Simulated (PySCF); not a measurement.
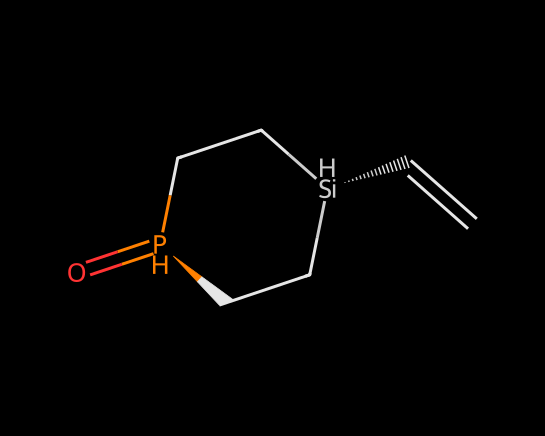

The geometry was computed by an optimisation with GFN2-xTB. No frequency run is at hand to confirm it as a minimum. Properties computed with PBE0/pcSseg-1, gas phase (PySCF 2.14.0).

Computed properties:

The species is C₆H₁₃OPSi (`C=C[Si@H]1CC[P@H](=O)CC1`).
- dipole moment: 4.63 D
- HOMO energy (Kohn–Sham orbital): −7.38 eV
- LUMO energy (Kohn–Sham orbital): −0.68 eV
- HOMO–LUMO gap: 6.70 eV

The geometry is semi-empirical. Around P, Si such bond lengths and angles can be off by a tenth of an ångström or more and by several degrees, and values that hang on the shape move with them.
